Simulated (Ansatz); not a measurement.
# CH4FS: the cost of one run

Computed with Ansatz 0.2.0, Gaussian basis. Level: PBE0-D4, def2-SVP first, then def2-TZVP.

152 further runs of the same task are left out: 152 set aside as unsound or not needed. Runs told in other sessions of the task aren't counted.

### 1 The system as given

The guess: 7 atoms, charge 0, spin multiplicity 2.

Atoms are counted from 1 here; the program's logs count them from 0.

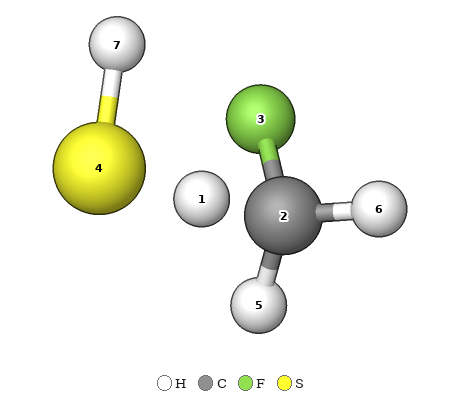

Start geometry, drawn with hydrogen white, carbon grey, fluorine green, sulfur yellow; atoms are numbered from 1 in the order of the file.

Geometry (Å):

```xyz
7
charge 0, multiplicity 2
H    -0.4650    0.1673   -0.0912
C     0.3745   -0.8378    0.3650
F     1.5006   -0.7435   -0.3631
S    -1.4754    1.5358   -0.6642
H    -0.1304   -1.7761    0.1684
H     0.5773   -0.6194    1.4082
H    -0.3816    2.2737   -0.8232
```

Distances that are to change: H1–S4 1.80 Å, H1–C2 1.39 Å.

### 2 Constrained relaxation of the guess

Contents of hold/in.yaml:

```yaml
crystal:
  periodic: [false, false, false]
  atoms:
    - {symbol: H, position_ang: [-0.465000, 0.167300, -0.091200]}
    - {symbol: C, position_ang: [0.374500, -0.837800, 0.365000]}
    - {symbol: F, position_ang: [1.500600, -0.743500, -0.363100]}
    - {symbol: S, position_ang: [-1.475400, 1.535800, -0.664200]}
    - {symbol: H, position_ang: [-0.130400, -1.776100, 0.168400]}
    - {symbol: H, position_ang: [0.577300, -0.619400, 1.408200]}
    - {symbol: H, position_ang: [-0.381600, 2.273700, -0.823200]}
basis:
  gaussian: {orbitals: def2-SVP}
magnetization: {spin_polarized: true, initial_magnetization: 1}
hamiltonian: {xc: pbe0, dispersion: d4}
relax: {f_tol: 0.04, max_steps: 150, escape_saddle: false, constraints: [{distance: [0, 3]}, {distance: [0, 1]}]}
```

Started as:

```console
$ ansatz run in.yaml --threads 4 --pin off --events-out ev --progress --plain --max-ram 9574MiB
```

**Question.** How long does this run take on 4 threads of AMD EPYC 9R45, shared host?

About 6 s.
